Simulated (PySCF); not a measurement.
```xyz
16

C    -1.5086    1.1240    0.3108
C    -0.7529    0.0136   -0.3851
C    -1.3350   -1.4232   -0.2486
C    -0.0490   -1.6952    0.4811
C     0.4681   -0.4835    0.3826
S     1.8942    0.4220    0.8587
O     1.6160    1.8063    0.6602
O     2.4022   -0.0293    2.1176
O     2.9505   -0.0491   -0.2726
H    -1.7816    0.8290    1.3216
H    -2.4144    1.3663   -0.2422
H    -0.8715    2.0034    0.3700
H    -0.5029    0.2679   -1.4163
H    -2.2268   -1.5005    0.3663
H    -1.4637   -1.9791   -1.1731
H     3.5680   -0.6637    0.1252
```

Geometry: GFN2-xTB.

Level of theory: UKS B3LYP, pcH-1 on C H O S, non-relativistic, mean-field spin-orbit, GIAO (PySCF 2.14.0, density-fitted response routines).

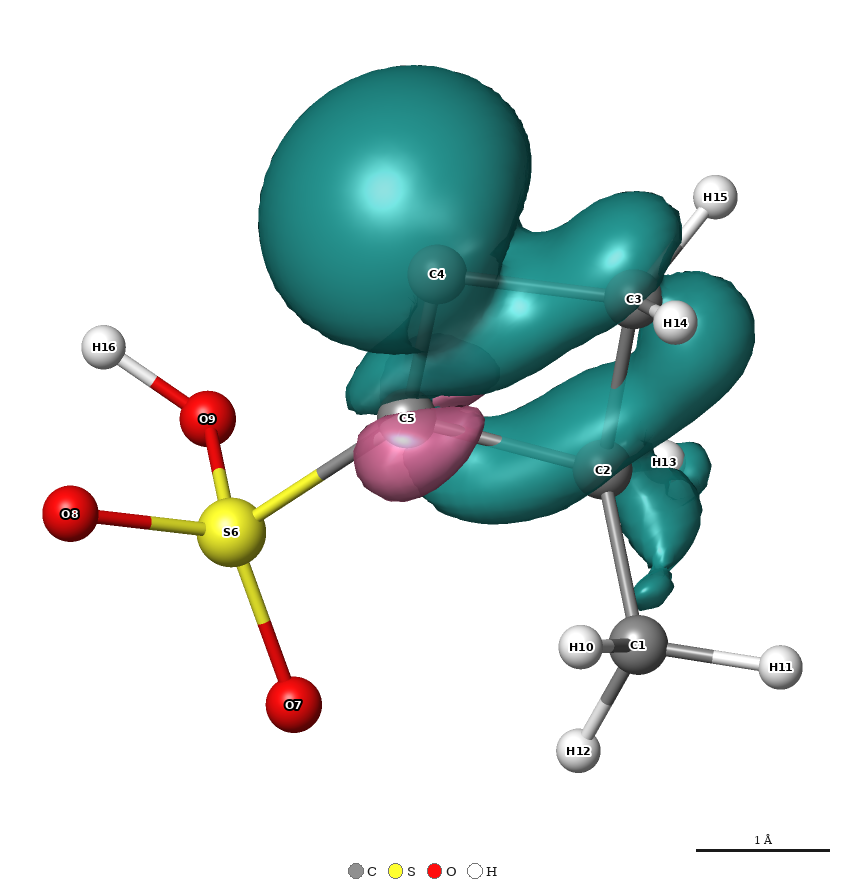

C$_{5}$H$_{7}$O$_{3}$S (doublet). Isosurfaces of the spin density at +0.02 (teal) and −0.02 e/Å³ (pink), seen at a tilt.

### Describe the spin distribution.

The unpaired spin (1 electron) lies mostly on C4 (about 0.7) and C3 (about 0.1), in electrons by Hirshfeld's partition.
